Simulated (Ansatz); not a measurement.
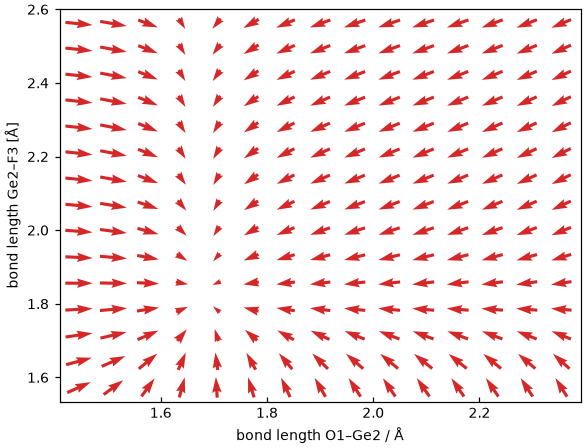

FGeH2O, SMILES [O-][GeH2][F], charge −1. Coordinates scanned: (1) bond length O1–Ge2; (2) bond length Ge2–F3. Nothing is relaxed (all other coordinates rigid). The grid has 15 × 15 points. The calculation used RKS PBE0-D4/def2-SVPD (Ansatz 0.2.0).

Drawn: arrows along the force (downhill), their lengths compressed.

**The arrows alone are given. Where is the energy lowest?**

The arrows converge at about bond length O1–Ge2 = 1.681 Å, bond length Ge2–F3 = 1.830 Å (read from the interpolated surface).

The energy map of the same scan:

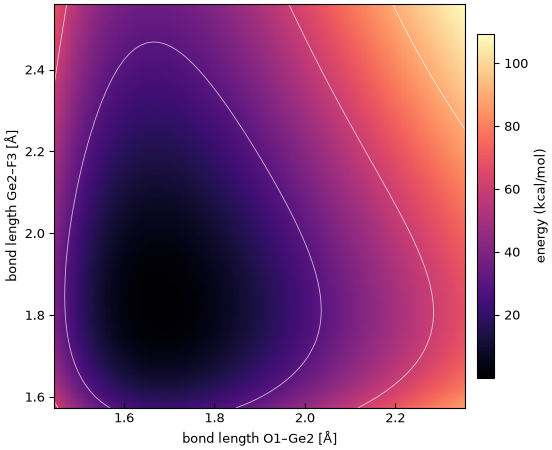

Energies are in kcal/mol, from the relaxed molecule at the same level; between grid points the surface is interpolated.
